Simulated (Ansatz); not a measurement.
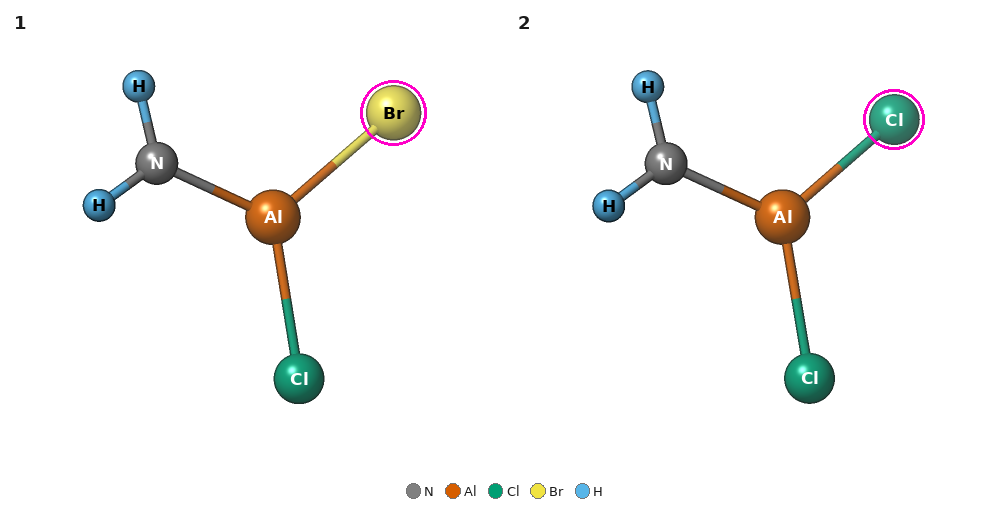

2 molecules with one skeleton, seen from the same side and at one scale; the atom that differs is circled. Charge 0, singlet. Computed geometries: PBE0-D4/def2-TZVP optimisations, one conformation each. Properties computed with Ansatz 0.2.0.

One atom differs, called X below: Br in panel 1, Cl in panel 2. Their formulas are AlBrClH2N (`[NH2][Al]([Cl])[Br]`), AlCl2H2N (`[NH2][Al]([Cl])[Cl]`).

### In which is the length of X–Al larger (PBE0-D4/def2-TZVP)?

In panel 1 (X = Br).

Give the values. With PBE0-D4/def2-TZVP: length of X–Al (Å), angle Cl–Al–X (°). With r2SCAN-D4/def2-TZVPP: dipole moment (D), HOMO energy (Kohn–Sham orbital) (eV), HOMO–LUMO gap (eV).

| quantity | 1 (Br) | 2 (Cl) | 2 − 1 |
| --- | --- | --- | --- |
| length of X–Al (Å) | 2.240 | 2.082 | −0.158 |
| angle Cl–Al–X (°) | 120.1 | 119.9 | −0.2 |
| dipole moment (D) | 2.32 | 2.35 | +0.03 |
| HOMO energy (Kohn–Sham orbital) (eV) | −6.91 | −6.91 | 0.00 |
| HOMO–LUMO gap (eV) | 5.83 | 5.95 | +0.12 |
